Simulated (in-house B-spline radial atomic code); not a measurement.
# P⁺: a fraction of an electron moved 3p → 3d

Aim: the energy of P⁺ as a fraction of an electron is moved 3p → 3d, to see how far it bends away from a straight line.

Program: in-house B-spline radial atomic code version 1. Level of theory: scalar-relativistic (spin-free one-electron X2C) LDA (Slater, PW92), spin-polarised, spherical fractional occupations, Fermi nucleus, basis-set limit. These are calculated values, not measurements, unless marked.

## Step 1: The atom as given

| Quantity | Value |
| --- | --- |
| element | phosphorus (Z = 15) |
| charge | +1 |
| electrons | 14 |
| configuration | [Ne] 3s2 3p2 |
| Hamiltonian | scalar-relativistic (X2C) |
| nucleus | Fermi, rms radius 3.189 fm |

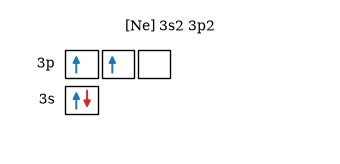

The shells outside the core, filled by Hund's rule for the drawing.

Where spins are not typed, each open shell is filled with up spins first.

## Step 2: The start, at fraction 0

Input settings:

```ini
Z = 15
electrons = 14.0
configuration = [Ne] 3s2 3p2
hamiltonian = x2c
method = lda,pw
spin_polarised = True
nucleus = fermi
rms_radius = 3.1889
mass_number = 31
atomic_mass = 30.97376199768
speed_of_light = 137.035999084
```

Results of the run (chosen fields of its result record, rounded):

```text
{
  "status": "converged",
  "scf [iteration, energy, orbital gradient]": [
    [1, -339.473980698, 0.181],
    [2, -340.177774468, 0.099],
    [3, -340.410502284, 0.0187],
    [4, -340.425631647, 0.00492],
    [5, -340.426449872, 0.00254],
    [6, -340.426701378, 0.000255],
    [7, -340.426702704, 2.11e-05],
    [8, -340.426702724, 1.61e-06],
    [9, -340.426702724, 1.89e-08]
  ],
  "energy [hartree]": {"total": -340.426702724, "kinetic": 341.338909972, "nuclear": -808.1956442, "coulomb": 148.05338117, "xc": -21.6233496661},
  "orbitals [hartree, bohr; first row names the columns]": [
    ["name", "occ", "eps", "<r>", "<r^2>", "<1/r>", "r_max"],
    ["1s up", 1.0, -76.654462, 0.10373, 0.0145, 14.673, 0.067655],
    ["1s down", 1.0, -76.644273, 0.10373, 0.014497, 14.674, 0.067652],
    ["2s up", 1.0, -6.7498589, 0.52198, 0.32519, 2.82, 0.42],
    ["2s down", 1.0, -6.7380942, 0.52153, 0.32444, 2.8209, 0.42012],
    ["2p up", 3.0, -4.9656276, 0.4862, 0.29718, 2.7088, 0.35335],
    ["2p down", 3.0, -4.9509324, 0.48562, 0.29615, 2.71, 0.35355],
    ["3s up", 1.0, -0.88434015, 1.8126, 3.7917, 0.75799, 1.5413],
    ["3s down", 1.0, -0.81207518, 1.8283, 3.8738, 0.75405, 1.5388],
    ["3p up", 2.0, -0.55095535, 2.1121, 5.2321, 0.63885, 1.7422]
  ],
  "sum_r [bohr^k]": {"-1": 54.034, "1": 12.03139, "2": 20.58838}
}
```

Wall time 0.14 s (1 thread, shared host).

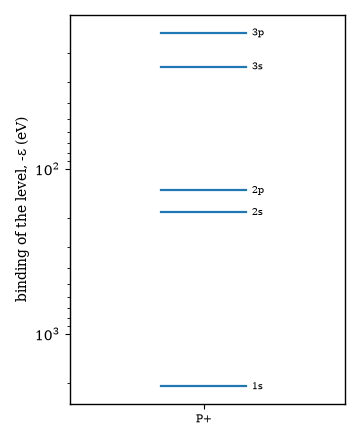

Orbital energies of this run on a logarithmic scale (up spins).

## Step 3: 0.125 electron moved 3p → 3d

Settings: those of step 2 with these lines changed.

```diff
@@ -2,3 +2,3 @@
 electrons = 14.0
-configuration = [Ne] 3s2 3p2
+configuration = [Ne] 3s2 3p1.875 3d0.125
 hamiltonian = x2c
```

Results of the run:

```text
{
  "status": "converged",
  "iterations": 9,
  "energy [hartree]": {"total": -340.377561369, "kinetic": 341.290743146, "nuclear": -807.87263261, "coulomb": 147.807302447, "xc": -21.6029743526},
  "orbitals [hartree, bohr; first row names the columns]": [
    ["name", "occ", "eps", "<r>"],
    ["1s up", 1.0, -76.676018, 0.10373],
    ["1s down", 1.0, -76.666407, 0.10373],
    ["2s up", 1.0, -6.7684692, 0.52191],
    ["2s down", 1.0, -6.7571606, 0.52147],
    ["2p up", 3.0, -4.9844298, 0.48609],
    ["2p down", 3.0, -4.9703683, 0.48551],
    ["3s up", 1.0, -0.89537105, 1.8085],
    ["3s down", 1.0, -0.82473445, 1.8222],
    ["3p up", 1.875, -0.56092517, 2.1055],
    ["3d up", 0.125, -0.16701538, 3.4936]
  ],
  "sum_r [bohr^k]": {"-1": 54.01248, "1": 12.18092, "2": 21.70428},
  "energy_minus_base [hartree]": 0.0491413552
}
```

Run time: 0.18 s. Hardware: 1 thread, shared host.

energy_minus_base is the energy less that of the reference run.

## Step 4: 0.25 electron moved 3p → 3d

Settings: those of step 3 with these lines changed.

```diff
@@ -2,3 +2,3 @@
 electrons = 14.0
-configuration = [Ne] 3s2 3p1.875 3d0.125
+configuration = [Ne] 3s2 3p1.75 3d0.25
 hamiltonian = x2c
```

Results of the run:

```text
{
  "status": "converged",
  "iterations": 9,
  "energy [hartree]": {"total": -340.328193276, "kinetic": 341.242316722, "nuclear": -807.552967614, "coulomb": 147.565767732, "xc": -21.5833101162},
  "orbitals [hartree, bohr; first row names the columns]": [
    ["name", "occ", "eps", "<r>"],
    ["1s up", 1.0, -76.697335, 0.10373],
    ["1s down", 1.0, -76.688314, 0.10373],
    ["2s up", 1.0, -6.7867772, 0.52184],
    ["2s down", 1.0, -6.7759261, 0.5214],
    ["2p up", 3.0, -5.0029339, 0.48598],
    ["2p down", 3.0, -4.9895114, 0.4854],
    ["3s up", 1.0, -0.90611063, 1.8045],
    ["3s down", 1.0, -0.83710909, 1.8163],
    ["3p up", 1.75, -0.57059926, 2.0985],
    ["3d up", 0.25, -0.17455436, 3.4674]
  ],
  "sum_r [bohr^k]": {"-1": 53.99118, "1": 12.32481, "2": 22.76328},
  "energy_minus_base [hartree]": 0.0985094479
}
```

Run time: 0.18 s. Hardware: 1 thread, shared host.

## Step 5: 0.375 electron moved 3p → 3d

Settings: those of step 4 with these lines changed.

```diff
@@ -2,3 +2,3 @@
 electrons = 14.0
-configuration = [Ne] 3s2 3p1.75 3d0.25
+configuration = [Ne] 3s2 3p1.625 3d0.375
 hamiltonian = x2c
```

Results of the run:

```text
{
  "status": "converged",
  "iterations": 9,
  "energy [hartree]": {"total": -340.278540234, "kinetic": 341.193566123, "nuclear": -807.238221006, "coulomb": 147.330513747, "xc": -21.5643990983},
  "orbitals [hartree, bohr; first row names the columns]": [
    ["name", "occ", "eps", "<r>"],
    ["1s up", 1.0, -76.718302, 0.10373],
    ["1s down", 1.0, -76.709884, 0.10373],
    ["2s up", 1.0, -6.8046509, 0.52177],
    ["2s down", 1.0, -6.7942585, 0.52133],
    ["2p up", 3.0, -5.021009, 0.48587],
    ["2p down", 3.0, -5.0082322, 0.48529],
    ["3s up", 1.0, -0.91644182, 1.8005],
    ["3s down", 1.0, -0.84906944, 1.8105],
    ["3p up", 1.625, -0.57988838, 2.0914],
    ["3d up", 0.375, -0.18146203, 3.4318]
  ],
  "sum_r [bohr^k]": {"-1": 53.97021, "1": 12.46056, "2": 23.74145},
  "energy_minus_base [hartree]": 0.14816249
}
```

Run time: 0.18 s. Hardware: 1 thread, shared host.

## Step 6: 0.5 electron moved 3p → 3d

Settings: those of step 5 with these lines changed.

```diff
@@ -2,3 +2,3 @@
 electrons = 14.0
-configuration = [Ne] 3s2 3p1.625 3d0.375
+configuration = [Ne] 3s2 3p1.5 3d0.5
 hamiltonian = x2c
```

Results of the run:

```text
{
  "status": "converged",
  "iterations": 9,
  "energy [hartree]": {"total": -340.228583522, "kinetic": 341.144473346, "nuclear": -806.928578438, "coulomb": 147.101724776, "xc": -21.5462032063},
  "orbitals [hartree, bohr; first row names the columns]": [
    ["name", "occ", "eps", "<r>"],
    ["1s up", 1.0, -76.738905, 0.10373],
    ["1s down", 1.0, -76.731105, 0.10372],
    ["2s up", 1.0, -6.822072, 0.5217],
    ["2s down", 1.0, -6.8121394, 0.52126],
    ["2p up", 3.0, -5.0386374, 0.48575],
    ["2p down", 3.0, -5.0265127, 0.48517],
    ["3s up", 1.0, -0.92635267, 1.7967],
    ["3s down", 1.0, -0.86059989, 1.8049],
    ["3p up", 1.5, -0.58878884, 2.0845],
    ["3d up", 0.5, -0.1879026, 3.3931]
  ],
  "sum_r [bohr^k]": {"-1": 53.94958, "1": 12.58814, "2": 24.6403},
  "energy_minus_base [hartree]": 0.198119202
}
```

Run time: 0.18 s. Hardware: 1 thread, shared host.

## Step 7: 0.625 electron moved 3p → 3d

Settings: those of step 6 with these lines changed.

```diff
@@ -2,3 +2,3 @@
 electrons = 14.0
-configuration = [Ne] 3s2 3p1.5 3d0.5
+configuration = [Ne] 3s2 3p1.375 3d0.625
 hamiltonian = x2c
```

Results of the run:

```text
{
  "status": "converged",
  "iterations": 9,
  "energy [hartree]": {"total": -340.178318538, "kinetic": 341.095036305, "nuclear": -806.623865179, "coulomb": 146.87918076, "xc": -21.5286704241},
  "orbitals [hartree, bohr; first row names the columns]": [
    ["name", "occ", "eps", "<r>"],
    ["1s up", 1.0, -76.759156, 0.10373],
    ["1s down", 1.0, -76.751988, 0.10372],
    ["2s up", 1.0, -6.8390527, 0.52162],
    ["2s down", 1.0, -6.8295805, 0.52119],
    ["2p up", 3.0, -5.055831, 0.48564],
    ["2p down", 3.0, -5.0443647, 0.48505],
    ["3s up", 1.0, -0.93585827, 1.7931],
    ["3s down", 1.0, -0.8717146, 1.7995],
    ["3p up", 1.375, -0.59731828, 2.0778],
    ["3d up", 0.625, -0.19396803, 3.354]
  ],
  "sum_r [bohr^k]": {"-1": 53.92927, "1": 12.70807, "2": 25.46658},
  "energy_minus_base [hartree]": 0.248384187
}
```

Run time: 0.18 s. Hardware: 1 thread, shared host.

## Step 8: 0.75 electron moved 3p → 3d

Settings: those of step 7 with these lines changed.

```diff
@@ -2,3 +2,3 @@
 electrons = 14.0
-configuration = [Ne] 3s2 3p1.375 3d0.625
+configuration = [Ne] 3s2 3p1.25 3d0.75
 hamiltonian = x2c
```

Results of the run:

```text
{
  "status": "converged",
  "iterations": 9,
  "energy [hartree]": {"total": -340.127747349, "kinetic": 341.04525991, "nuclear": -806.323789787, "coulomb": 146.662531035, "xc": -21.5117485083},
  "orbitals [hartree, bohr; first row names the columns]": [
    ["name", "occ", "eps", "<r>"],
    ["1s up", 1.0, -76.779074, 0.10373],
    ["1s down", 1.0, -76.772551, 0.10372],
    ["2s up", 1.0, -6.8556151, 0.52155],
    ["2s down", 1.0, -6.8466037, 0.52112],
    ["2p up", 3.0, -5.0726118, 0.48552],
    ["2p down", 3.0, -5.0618097, 0.48493],
    ["3s up", 1.0, -0.94498231, 1.7895],
    ["3s down", 1.0, -0.88243745, 1.7943],
    ["3p up", 1.25, -0.60550065, 2.0712],
    ["3d up", 0.75, -0.19971956, 3.3157]
  ],
  "sum_r [bohr^k]": {"-1": 53.90928, "1": 12.82103, "2": 26.22802},
  "energy_minus_base [hartree]": 0.298955375
}
```

Wall time 0.17 s (1 thread, shared host).

## Step 9: 0.875 electron moved 3p → 3d

Settings: those of step 8 with these lines changed.

```diff
@@ -2,3 +2,3 @@
 electrons = 14.0
-configuration = [Ne] 3s2 3p1.25 3d0.75
+configuration = [Ne] 3s2 3p1.125 3d0.875
 hamiltonian = x2c
```

Results of the run:

```text
{
  "status": "converged",
  "iterations": 9,
  "energy [hartree]": {"total": -340.076875455, "kinetic": 340.995152399, "nuclear": -806.028031232, "coulomb": 146.451392324, "xc": -21.4953889462},
  "orbitals [hartree, bohr; first row names the columns]": [
    ["name", "occ", "eps", "<r>"],
    ["1s up", 1.0, -76.798682, 0.10373],
    ["1s down", 1.0, -76.792818, 0.10372],
    ["2s up", 1.0, -6.8717844, 0.52147],
    ["2s down", 1.0, -6.8632337, 0.52104],
    ["2p up", 3.0, -5.0890048, 0.4854],
    ["2p down", 3.0, -5.0788722, 0.48481],
    ["3s up", 1.0, -0.95375051, 1.7861],
    ["3s down", 1.0, -0.89279489, 1.7892],
    ["3p up", 1.125, -0.61336088, 2.0649],
    ["3d up", 0.875, -0.20520166, 3.2786]
  ],
  "sum_r [bohr^k]": {"-1": 53.88957, "1": 12.92766, "2": 26.932},
  "energy_minus_base [hartree]": 0.349827269
}
```

It took 0.17 s on 1 thread, shared host.

## Step 10: 1 electron moved 3p → 3d

Settings: those of step 9 with these lines changed.

```diff
@@ -2,3 +2,3 @@
 electrons = 14.0
-configuration = [Ne] 3s2 3p1.125 3d0.875
+configuration = [Ne] 3s2 3p1 3d1
 hamiltonian = x2c
```

Results of the run:

```text
{
  "status": "converged",
  "iterations": 9,
  "energy [hartree]": {"total": -340.025710149, "kinetic": 340.94472359, "nuclear": -805.736273547, "coulomb": 146.245387763, "xc": -21.4795479545},
  "orbitals [hartree, bohr; first row names the columns]": [
    ["name", "occ", "eps", "<r>"],
    ["1s up", 1.0, -76.818, 0.10373],
    ["1s down", 1.0, -76.812808, 0.10372],
    ["2s up", 1.0, -6.8875857, 0.5214],
    ["2s down", 1.0, -6.8794956, 0.52097],
    ["2p up", 3.0, -5.1050348, 0.48528],
    ["2p down", 3.0, -5.0955768, 0.48469],
    ["3s up", 1.0, -0.96218802, 1.7828],
    ["3s down", 1.0, -0.90281301, 1.7843],
    ["3p up", 1.0, -0.62092287, 2.0588],
    ["3d up", 1.0, -0.21044835, 3.243]
  ],
  "sum_r [bohr^k]": {"-1": 53.87013, "1": 13.0286, "2": 27.58515},
  "energy_minus_base [hartree]": 0.400992575
}
```

Wall time 0.18 s (1 thread, shared host).

## Step 11: The energy along the path

| fraction | energy change (eV) | less the straight line (eV) | level 3p up (eV) | level 3d up (eV) | sum of <r²> (bohr²) |
| --- | --- | --- | --- | --- | --- |
| 0 | 0.0000 | 0.0000 | -14.992 | empty | 20.588 |
| 0.125 | 1.3372 | -0.0267 | -15.264 | -4.545 | 21.704 |
| 0.25 | 2.6806 | -0.0473 | -15.527 | -4.750 | 22.763 |
| 0.375 | 4.0317 | -0.0601 | -15.780 | -4.938 | 23.741 |
| 0.5 | 5.3911 | -0.0647 | -16.022 | -5.113 | 24.640 |
| 0.625 | 6.7589 | -0.0608 | -16.254 | -5.278 | 25.467 |
| 0.75 | 8.1350 | -0.0487 | -16.477 | -5.435 | 26.228 |
| 0.875 | 9.5193 | -0.0283 | -16.690 | -5.584 | 26.932 |
| 1 | 10.9116 | 0.0000 | -16.896 | -5.727 | 27.585 |

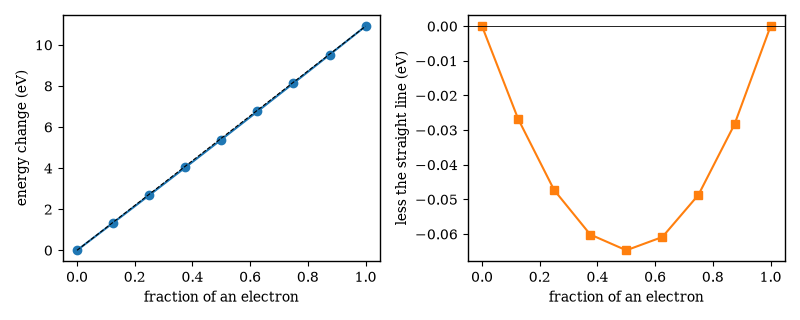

Energy against the fraction, with the straight line between the ends (left), and the difference from it (right).

From fraction 0 to 1 the energy changes by 10.912 eV. It sags under the straight line by up to 0.06 eV (at 0.5). Slater's transition state, the slope from the orbital energies at fraction 0.5 (Janak's theorem), gives 10.909 eV for the whole step.
